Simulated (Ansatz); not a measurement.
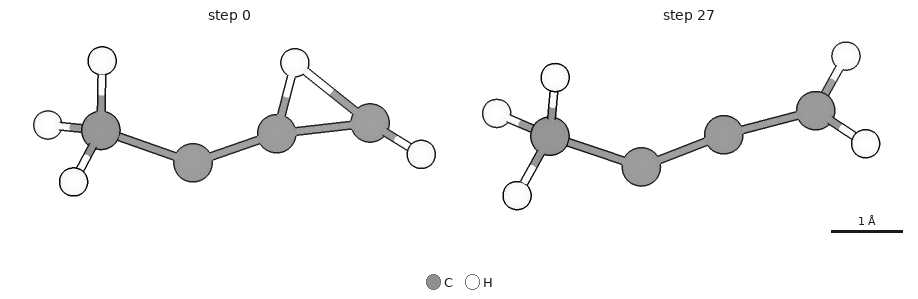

The structure of C₄H₅ (charge −1) before (left) and after (right) a relaxation, at one scale.

Style: ball-and-stick. Shown face on.

The run prepares an end point of a later path (hydrogen shift) calculation, from a guessed geometry.

Method: RKS CAM-B3LYP-D4/STO-3G (Ansatz 0.2.0).

The input:
```yaml
crystal:
  periodic: [false, false, false]
  atoms:
    - { symbol: C, position_ang: [-0.09302, 1.89255, -1.01363] }
    - { symbol: C, position_ang: [-0.15527, 0.70479, -0.39335] }
    - { symbol: C, position_ang: [-0.53935, -0.37017, 0.12842] }
    - { symbol: C, position_ang: [0.11786, -1.5132, 0.81751] }
    - { symbol: H, position_ang: [0.01538, 1.97982, -2.09503] }
    - { symbol: H, position_ang: [0.84458, 1.10755, -0.23153] }
    - { symbol: H, position_ang: [1.20717, -1.39692, 1.00425] }
    - { symbol: H, position_ang: [-0.00525, -2.43572, 0.23058] }
    - { symbol: H, position_ang: [-0.35227, -1.6966, 1.79622] }
total_charge: -1
basis:
  gaussian: { orbitals: STO-3G }
hamiltonian:
  xc: cam_b3lyp
  dispersion: d4
relax:
  f_tol: 0.02
  max_steps: 50
```

Launched with:
```bash
ansatz run input.yaml --threads 1 --pin off --max-ram 2048MiB --backend cpu --events-out ev --progress --plain --runs-dir out
```

**Summarise the run.**

The energy falls by 502.2 kJ/mol in 25 accepted moves (27 points after the start). Largest force component: 5.1 eV/Å at the start, 0.016 eV/Å at the end. The line search rejected the trial steps at points 12, 16 of the run. H6 moves most after the best rigid fit: 1.56 Å. Largest moves by element: H 1.56 Å, C 0.38 Å. Near-neighbour distances that change, for instance: C2–H6 1.090 → 2.141 Å, C1–H6 1.452 → 1.090 Å, C3–C4 1.488 → 1.526 Å, C2–C3 1.255 → 1.266 Å. Bonds break: C2–H6 (1.09 → 2.14 Å). Among the angles between lasting bonds that change: C2–C3–C4 135.7° → 128.0°, C1–C2–C3 164.8° → 170.8°. Cost: 15 s on 1 thread of AMD EPYC 9R45 96-Core Processor (Zen 5) (shared host), peak memory 0.11 GiB.

Limits of the set-up: STO-3G is a minimal basis, so the numbers are rough.
